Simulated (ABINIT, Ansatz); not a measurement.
**TlAsF6 (R-3): one start, several treatments of the self-energy**

Aim: compare treatments of exchange, screening and correlation for the gap of TlAsF6 (R-3).

Method: PBEsol and many-body steps on it, plane waves, in ABINIT 10.8.3.

## Step 1: Starting point

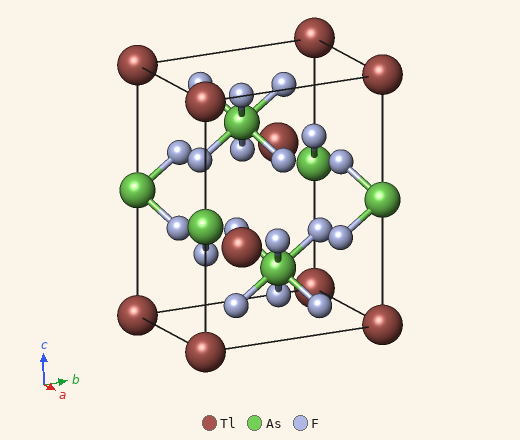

The starting structure, seen slightly off an axis (thallium brown, arsenic green, fluorine light blue). This picture shows the conventional cell, with its axes. Some periodic images of atoms are drawn too.

The cell and positions are those that the Materials Project relaxed with its own functionals (PBE, PBE+U or r2SCAN), kept fixed. Spin-orbit coupling is left out unless a step names it.

## Step 2: Empty states on the mesh, 2×2×2 mesh, 436 bands

This step: ABINIT 10.8.3; DFT, PBEsol, plane waves, norm-conserving pseudopotentials.

The sums over transitions need many empty states on a uniform mesh; this step solves for them.

run.abi

```
acell 3*1.0 Angstrom
rprim 
  3.720723898783 2.148160944528 2.482723275713
  -3.720723898783 2.148160944528 2.482723275713
  0.000000000000 -4.296321889101 2.482723275674
ntypat 3
znucl 81 33 9
natom 8
typat 1 2 3 3 3 3 3 3
xred 
  0.000000000000 0.000000000000 0.000000000000
  0.500000000000 0.500000000000 0.500000000000
  0.698048100000 0.789498230000 0.423038160000
  0.789498230000 0.423038160000 0.698048100000
  0.210501770000 0.576961840000 0.301951900000
  0.423038160000 0.698048100000 0.789498230000
  0.576961840000 0.301951900000 0.210501770000
  0.301951900000 0.210501770000 0.576961840000
pp_dirpath "pseudos"
pseudos "Tl.upf, As.upf, F.upf"
ecut 44
ngkpt 2 2 2
nshiftk 1
shiftk 0 0 0
kptopt 1
chksymbreak 0
iscf -2
irdden 1
istwfk *1
nband 436
nbdbuf 38
tolwfr 1e-09
nstep 60
prtvol 0
indata_prefix "in"
outdata_prefix "out"
tmpdata_prefix "tmp"
```

On the command line:

```console
> OMP_NUM_THREADS=1 mpirun -n 8 abinit run.abi > log
```

Numbers of over 12 decimals in the logs are rounded to 6 here.

What it wrote:

```text
.Version 10.8.3 of ABINIT. v10.8.2 released Aug 2026.

 Symmetries : space group R-3 (#148); Bravais hR (rhombohedral)
[... echo of the input left out ...]
== DATASET  1 ==================================================================
-   mpi_nproc: 8, omp_nthreads: 1 (-1 if OMP is not activated)
-    --> not optimal distribution: autoparal keyword recommended in input file <--

--- !DatasetInfo
iteration_state: {dtset: 1, }
dimensions: {natom: 8, nkpt: 4, mband: 436, nsppol: 1, nspinor: 1, nspden: 1, mpw: 11210, }
cutoff_energies: {ecut:  44.0, pawecutdg:  -1.0, }
[...]
4.45013    4.47887    4.47887    4.48163    4.49988    4.49989    4.50746    4.50748
   4.50847    4.50849    4.51171    4.52244    4.57054    4.57115    4.57460    4.58860
   4.62107    4.62827    4.64534    4.66020
 prteigrs : prtvol=0 or 1, do not print more k-points.

== END DATASET(S) ==============================================================
================================================================================

 -outvars: echo values of variables after computation  --------
            nband         436
             nkpt           4
          spgroup         148
 [... the other variables as echoed above ...]

 Calculation completed.
```

Wall time 10 min (8 MPI ranks of Arm Neoverse N1, shared host); peak memory 1.1 GiB; 82 min of CPU time.

This step gave:

```yaml
gap: 4.749 eV
k_of_the_valence_top: 0.5, 0.5, 0
k_of_the_conduction_bottom: 0.5, 0, 0
least_direct_gap: 4.777 eV
k_points_computed: 4
lowest_point_of_the_top_converged_band_above_the_valence_top: 116.1551 eV
```

On this mesh the gap is 4.749 eV.

The density comes from a self-consistent run that is not shown.

## Step 3: Screening, 2×2×2 mesh, 187 bands, screening to 141.5 eV

The RPA dielectric matrix is built and inverted for each q.

This step: RPA screening on PBEsol, plane waves, norm-conserving pseudopotentials.

Edit run.abi of step 2 so:

```diff
@@ -26,10 +26,11 @@
 chksymbreak 0
-iscf -2
-irdden 1
 istwfk *1
-nband 436
-nbdbuf 38
-tolwfr 1e-09
-nstep 60
-prtvol 0
+occopt 1
+irdwfk 1
+optdriver 3
+nband 187
+ecuteps 5.2
+inclvkb 2
+awtr 1
+symchi 1
 indata_prefix "in"
```

What it wrote:

```text
.Version 10.8.3 of ABINIT. v10.8.2 released Aug 2026.

 Symmetries : space group R-3 (#148); Bravais hR (rhombohedral)
[... echo of the input left out ...]
== DATASET  1 ==================================================================
-   mpi_nproc: 8, omp_nthreads: 1 (-1 if OMP is not activated)

--- !DatasetInfo
iteration_state: {dtset: 1, }
dimensions: {natom: 8, nkpt: 4, mband: 187, nsppol: 1, nspinor: 1, nspden: 1, mpw: 11210, }
cutoff_energies: {ecut:  44.0, pawecutdg:  -1.0, }
electrons: {nelect:   8.60000000E+01, charge:   0.00000000E+00, occopt:   1.00000000E+00, tsmear:   1.00000000E-02, }

 SCREENING: Calculation of the susceptibility and dielectric matrices

 Based on a program developped by R.W. Godby, V. Olevano, G. Onida, and L. Reining.
 Incorporated in ABINIT by V. Olevano, G.-M. Rignanese, and M. Torrent.
.Using double precision arithmetic ; gwpc =  8

[... cell and pseudopotentials left out ...]
--------------------------------------------------------------------------------

 ==== K-mesh for the wavefunctions ====
 Number of points in the irreducible wedge :     4
[... list of points left out ...]
 Together with  6 symmetry operations and time-reversal symmetry
 yields     8 points in the full Brillouin Zone.

 ==== Q-mesh for the screening function ====
 Number of points in the irreducible wedge :     4
[... list of points left out ...]
 Together with  6 symmetry operations and time-reversal symmetry
 yields     8 points in the full Brillouin Zone.

 setmesh: FFT mesh size selected  =    40x   40x   40
          total number of points  =        64000

 vcoul_init : cutoff-mode = AUXILIARY_FUNCTION
 q-points for optical limit:   1
     1)      0.000010    0.000020    0.000030

- screening: taking advantage of time-reversal symmetry
- Maximum band index for partially occupied states nbvw = 43
- Remaining bands to be divided among processors   nbcw = 144
- Number of bands treated by each node ~18

 Number of electrons calculated from density =   86.0000; Expected =   86.0000
 average of density, n =  0.107036
 r_s =    1.3066
 omega_plasma =   31.5587 [eV]

 calculating chi0 at frequencies [eV] :
  1    0.000000E+00    0.000000E+00
  2    0.000000E+00    3.155874E+01

--------------------------------------------------------------------------------
  q-point number  1        q = ( 0.000000, 0.000000, 0.000000) [r.l.u.]
--------------------------------------------------------------------------------
[... chi0 elements left out ...]
 For q-point:  0.000010 0.000020 0.000030
  dielectric constant =   2.4608
  dielectric constant without local fields =   2.8828

  Average fulfillment of the sum rule on Im[epsilon] for q-point    1 :     46.63  [%]
[... wings left out ...]
  q-point number  2        q = ( 0.500000, 0.000000, 0.000000) [r.l.u.]
--------------------------------------------------------------------------------
[... chi0 elements left out ...]
  Average fulfillment of the sum rule on Im[epsilon] for q-point    2 :     51.82  [%]

 [... 2 further q-points ...]
```

It took 1.9 min on 8 MPI ranks; peak memory 3.6 GiB; 15 min of CPU time.

Numbers from this step:

```
ε∞ with local fields, on this mesh, along the program's q direction : 2.461
the same without local fields                                       : 2.883
plasma frequency                                                    : 31.56 eV
plane waves in the screening matrix                                 : 467
```

Local fields lower ε∞ by 15 %. On a Γ-centred mesh this coarse the value itself is usually too large, while a short band sum pulls it down.

## Step 4: G0W0, Godby-Needs plasmon pole

The self-energy is evaluated for the states that the input lists, and the levels follow from it, in one-shot runs by the linearised quasiparticle equation.

This step: G0W0 on PBEsol, plane waves, norm-conserving pseudopotentials.

Edit run.abi of step 3 so:

```diff
@@ -29,8 +29,19 @@
 irdwfk 1
-optdriver 3
+optdriver 4
 nband 187
+gwcalctyp 0
+ecutsigx 44
+symsigma 1
+nkptgw 3
+kptgw 
+  0.5000000000 0.5000000000 0.0000000000
+  0.5000000000 0.0000000000 0.0000000000
+  0.0000000000 0.0000000000 0.0000000000
+bdgw 
+  42 45
+  42 45
+  41 45
 ecuteps 5.2
-inclvkb 2
-awtr 1
-symchi 1
+irdscr 1
+ppmodel 1
 indata_prefix "in"
```

What it wrote:

```text
.Version 10.8.3 of ABINIT. v10.8.2 released Aug 2026.

 Symmetries : space group R-3 (#148); Bravais hR (rhombohedral)
[... echo of the input left out ...]
== DATASET  1 ==================================================================
-   mpi_nproc: 8, omp_nthreads: 1 (-1 if OMP is not activated)

--- !DatasetInfo
iteration_state: {dtset: 1, }
dimensions: {natom: 8, nkpt: 4, mband: 187, nsppol: 1, nspinor: 1, nspden: 1, mpw: 11210, }
cutoff_energies: {ecut:  44.0, pawecutdg:  -1.0, }
electrons: {nelect:   8.60000000E+01, charge:   0.00000000E+00, occopt:   1.00000000E+00, tsmear:   1.00000000E-02, }

 SIGMA: Calculation of the GW corrections

 Based on a program developped by R.W. Godby, V. Olevano, G. Onida, and L. Reining.
 Incorporated in ABINIT by V. Olevano, G.-M. Rignanese, and M. Torrent.
.Using double precision arithmetic ; gwpc =  8

[... cell and pseudopotentials left out ...]
--------------------------------------------------------------------------------

 ==== K-mesh for the wavefunctions ====
 Number of points in the irreducible wedge :     4
[... list of points left out ...]
 Together with  6 symmetry operations and time-reversal symmetry
 yields     8 points in the full Brillouin Zone.

 ==== Q-mesh for screening function ====
 Number of points in the irreducible wedge :     4
[... list of points left out ...]
 Together with  6 symmetry operations and time-reversal symmetry
 yields     8 points in the full Brillouin Zone.

 vcoul_init : cutoff-mode = AUXILIARY_FUNCTION
 q-points for optical limit:   1
     1)      0.000010    0.000020    0.000030
 setmesh: FFT mesh size selected  =    60x   60x   60
          total number of points  =       216000

 Number of electrons calculated from density =   86.0000; Expected =   86.0000
 average of density, n =  0.107036
 r_s =    1.3066
 omega_plasma =   31.5587 [eV]

 === KS Band Gaps ===
  >>>> For spin  1
   Minimum direct gap =   4.7772 [eV], located at k-point      :   0.5000  0.0000  0.0000
   Fundamental gap    =   4.7493 [eV], Top of valence bands at :   0.5000  0.5000  0.0000
                                       Bottom of conduction at :   0.5000  0.0000  0.0000
 SIGMA fundamental parameters:
 PLASMON POLE MODEL  1
 number of plane-waves for SigmaX                11127
 number of plane-waves for SigmaC and W            467
 number of plane-waves for wavefunctions         11127
 number of bands                                   187
 number of independent spin polarizations            1
 number of spinorial components                      1
 number of k-points in IBZ                           4
 number of q-points in IBZ                           4
 number of symmetry operations                       6
 number of k-points in BZ                            8
 number of q-points in BZ                            8
 number of frequencies for dSigma/dE                 9
 frequency step for dSigma/dE [eV]                0.25
 number of omega for Sigma on real axis              0
 max omega for Sigma on real axis  [eV]           0.00
 zcut for avoiding poles [eV]                     0.10

 EPSILON^-1 parameters (SCR file):
 dimension of the eps^-1 matrix on file            467
 dimension of the eps^-1 matrix used               467
 number of plane-waves for wavefunctions         11127
 number of bands                                   187
 number of q-points in IBZ                           4
 number of frequencies                               2
 number of real frequencies                          1
 number of imag frequencies                          1

 matrix elements of self-energy operator (all in [eV])

 Perturbative Calculation

--- !SelfEnergy_ee
iteration_state: {dtset: 1, }
kpoint     : [   0.500,    0.500,    0.000, ]
spin       : 1
KS_gap     :    5.486
QP_gap     :    9.887
Delta_QP_KS:    4.401
data: !SigmaeeData |
     Band     E0 <VxcDFT>   SigX SigC(E0)      Z dSigC/dE  Sig(E)    E-E0       E
       42  -0.556 -23.065 -30.886   5.639   0.806  -0.241 -24.823  -1.758  -2.314
       43   0.423 -16.869 -20.287   1.629   0.852  -0.174 -18.393  -1.525  -1.102
       44   5.909 -22.173 -16.652  -2.106   0.842  -0.187 -19.297   2.876   8.785
       45   7.240 -11.146  -6.798  -2.572   0.878  -0.139  -9.586   1.560   8.800

--- !SelfEnergy_ee
iteration_state: {dtset: 1, }
kpoint     : [   0.500,    0.000,    0.000, ]
spin       : 1
KS_gap     :    4.777
QP_gap     :    8.586
Delta_QP_KS:    3.809
data: !SigmaeeData |
     Band     E0 <VxcDFT>   SigX SigC(E0)      Z dSigC/dE  Sig(E)    E-E0       E
       42  -0.558 -22.941 -30.809   5.649   0.806  -0.240 -24.729  -1.788  -2.346
       43   0.395 -17.275 -20.899   1.834   0.849  -0.177 -18.796  -1.520  -1.125
[...]
--- !SelfEnergy_ee
iteration_state: {dtset: 1, }
kpoint     : [   0.000,    0.000,    0.000, ]
spin       : 1
KS_gap     :    6.156
QP_gap     :   10.594
Delta_QP_KS:    4.438
data: !SigmaeeData |
     Band     E0 <VxcDFT>   SigX SigC(E0)      Z dSigC/dE  Sig(E)    E-E0       E
[...]
43  -0.276 -20.491 -26.715   4.153   0.823  -0.214 -22.196  -1.705  -1.981
       44   5.880 -21.636 -16.248  -2.153   0.845  -0.184 -18.903   2.733   8.612
       45   7.950 -11.050  -6.454  -2.611   0.879  -0.138  -9.306   1.745   9.695

== END DATASET(S) ==============================================================
================================================================================

 -outvars: echo values of variables after computation  --------
           etotal      0.0000000000E+00
            nband         187
             nkpt           4
          spgroup         148
 [... the other variables as echoed above ...]

 Calculation completed.
```

Elapsed: 47 s, on 8 MPI ranks; peak memory 2.4 GiB; 6.3 min of CPU time.

Numbers from this step:

```
G0W0 gap on the points computed              : 8.563 eV
starting gap on the mesh                     : 4.749 eV
k of the valence top                         : 0.5, 0.5, 0
k of the conduction bottom                   : 0.5, 0, 0
Z at the valence top                         : 0.852
Z at the conduction bottom                   : 0.857
least direct G0W0 gap on the computed points : 8.586 eV
```

The gap on the mesh goes from 4.75 eV to 8.56 eV, a correction of +3.81 eV.

## Step 5: G0W0, von der Linden-Horsch plasmon pole

Edit run.abi of step 4 so:

```diff
@@ -45,3 +45,3 @@
 irdscr 1
-ppmodel 1
+ppmodel 3
 indata_prefix "in"
```

What it wrote:

```text
.Version 10.8.3 of ABINIT. v10.8.2 released Aug 2026.

 Symmetries : space group R-3 (#148); Bravais hR (rhombohedral)
[... echo of the input left out ...]
== DATASET  1 ==================================================================
-   mpi_nproc: 8, omp_nthreads: 1 (-1 if OMP is not activated)

--- !DatasetInfo
iteration_state: {dtset: 1, }
dimensions: {natom: 8, nkpt: 4, mband: 187, nsppol: 1, nspinor: 1, nspden: 1, mpw: 11210, }
cutoff_energies: {ecut:  44.0, pawecutdg:  -1.0, }
electrons: {nelect:   8.60000000E+01, charge:   0.00000000E+00, occopt:   1.00000000E+00, tsmear:   1.00000000E-02, }

 SIGMA: Calculation of the GW corrections

 Based on a program developped by R.W. Godby, V. Olevano, G. Onida, and L. Reining.
 Incorporated in ABINIT by V. Olevano, G.-M. Rignanese, and M. Torrent.
.Using double precision arithmetic ; gwpc =  8

[... cell and pseudopotentials left out ...]
--------------------------------------------------------------------------------

 ==== K-mesh for the wavefunctions ====
 Number of points in the irreducible wedge :     4
[... list of points left out ...]
 Together with  6 symmetry operations and time-reversal symmetry
 yields     8 points in the full Brillouin Zone.

 ==== Q-mesh for screening function ====
 Number of points in the irreducible wedge :     4
[... list of points left out ...]
 Together with  6 symmetry operations and time-reversal symmetry
 yields     8 points in the full Brillouin Zone.

 vcoul_init : cutoff-mode = AUXILIARY_FUNCTION
 q-points for optical limit:   1
     1)      0.000010    0.000020    0.000030
 setmesh: FFT mesh size selected  =    60x   60x   60
          total number of points  =       216000

 Number of electrons calculated from density =   86.0000; Expected =   86.0000
[...]
number of plane-waves for wavefunctions         11127
 number of bands                                   187
 number of q-points in IBZ                           4
 number of frequencies                               2
 number of real frequencies                          1
 number of imag frequencies                          1

 matrix elements of self-energy operator (all in [eV])

 Perturbative Calculation

--- !SelfEnergy_ee
iteration_state: {dtset: 1, }
kpoint     : [   0.500,    0.500,    0.000, ]
spin       : 1
KS_gap     :    5.486
QP_gap     :   10.530
Delta_QP_KS:    5.044
data: !SigmaeeData |
     Band     E0 <VxcDFT>   SigX SigC(E0)      Z dSigC/dE  Sig(E)    E-E0       E
       42  -0.556 -23.065 -30.886   5.518   0.892  -0.121 -25.120  -2.054  -2.610
       43   0.423 -16.869 -20.287   1.309   0.919  -0.088 -18.808  -1.939  -1.516
       44   5.909 -22.173 -16.652  -2.103   0.908  -0.101 -19.068   3.105   9.014
[...]
--- !SelfEnergy_ee
iteration_state: {dtset: 1, }
kpoint     : [   0.500,    0.000,    0.000, ]
spin       : 1
KS_gap     :    4.777
QP_gap     :    9.049
Delta_QP_KS:    4.272
data: !SigmaeeData |
     Band     E0 <VxcDFT>   SigX SigC(E0)      Z dSigC/dE  Sig(E)    E-E0       E
[...]
--- !SelfEnergy_ee
iteration_state: {dtset: 1, }
kpoint     : [   0.000,    0.000,    0.000, ]
spin       : 1
KS_gap     :    6.156
QP_gap     :   11.126
Delta_QP_KS:    4.970
data: !SigmaeeData |
     Band     E0 <VxcDFT>   SigX SigC(E0)      Z dSigC/dE  Sig(E)    E-E0       E
[...]
44   5.880 -21.636 -16.248  -2.173   0.910  -0.099 -18.710   2.926   8.806
       45   7.950 -11.050  -6.454  -2.865   0.938  -0.066  -9.426   1.624   9.574

== END DATASET(S) ==============================================================
================================================================================

 -outvars: echo values of variables after computation  --------
           etotal      0.0000000000E+00
            nband         187
             nkpt           4
          spgroup         148
 [... the other variables as echoed above ...]

 Calculation completed.
```

It took 24 s on 8 MPI ranks; peak memory 2.1 GiB.

Numbers from this step:

- G0W0 gap on the points computed: 9.04 eV
- starting gap on the mesh: 4.749 eV
- k of the valence top: 0.5, 0.5, 0
- k of the conduction bottom: 0.5, 0, 0
- Z at the valence top: 0.919
- Z at the conduction bottom: 0.919
- least direct G0W0 gap on the computed points: 9.05 eV

Against G0W0 in ABINIT (2×2×2 mesh, 187 bands, screening to 141.5 eV, Godby-Needs plasmon pole), the gap moves by +0.477 eV.

## Step 6: G0W0, Hybertsen-Louie plasmon pole

Edit run.abi of step 5 so:

```diff
@@ -45,3 +45,3 @@
 irdscr 1
-ppmodel 3
+ppmodel 2
 indata_prefix "in"
```

What it wrote:

```text
.Version 10.8.3 of ABINIT. v10.8.2 released Aug 2026.

 Symmetries : space group R-3 (#148); Bravais hR (rhombohedral)
[... echo of the input left out ...]
== DATASET  1 ==================================================================
-   mpi_nproc: 8, omp_nthreads: 1 (-1 if OMP is not activated)

--- !DatasetInfo
iteration_state: {dtset: 1, }
dimensions: {natom: 8, nkpt: 4, mband: 187, nsppol: 1, nspinor: 1, nspden: 1, mpw: 11210, }
cutoff_energies: {ecut:  44.0, pawecutdg:  -1.0, }
[...]
Band     E0 <VxcDFT>   SigX SigC(E0)      Z dSigC/dE  Sig(E)    E-E0       E
[...]
44   5.880 -21.636 -16.248  -2.613   0.902  -0.109 -19.134   2.502   8.382
       45   7.950 -11.050  -6.454  -2.930   0.920  -0.087  -9.517   1.533   9.484

== END DATASET(S) ==============================================================
================================================================================

 -outvars: echo values of variables after computation  --------
           etotal      0.0000000000E+00
            nband         187
             nkpt           4
          spgroup         148
 [... the other variables as echoed above ...]

 Calculation completed.
```

It took 45 s on 8 MPI ranks; peak memory 2.3 GiB; 6 min of CPU time.

Numbers from this step:

- G0W0 gap on the points computed: 8.51 eV
- starting gap on the mesh: 4.749 eV
- k of the valence top: 0.5, 0.5, 0
- k of the conduction bottom: 0.5, 0, 0
- least direct G0W0 gap on the computed points: 8.56 eV

Against G0W0 in ABINIT (2×2×2 mesh, 187 bands, screening to 141.5 eV, Godby-Needs plasmon pole), the gap moves by −0.053 eV.

(Part 1 of 2 ends here.)

[Paths, hosts, dates, memory and timing lines, banners, echoed tables and standing remarks are left out of the program output.]

[Logs are printed without paths, hosts, clocks, repeated set-up lines and the standing remarks that a program may print on its own settings, such as how far it seeks lower states.]

[Runs of the session that timed out or met a known fault of the program may be left out.]

[Hosts, paths, dates, database ids (printed as entryN), source tags and the programs' standing remarks are cut or masked in the printed files.]

[G0W0 gaps are taken among the corrected bands and points alone; a level outside them can change the order at an edge.]

[Where Ansatz stands beside ABINIT at settings called matched, ABINIT's density can come from a denser mesh and the files from another edition; pairs whose starting gaps differed by over 0.03 eV were left out, so agreement reads better than it is.]
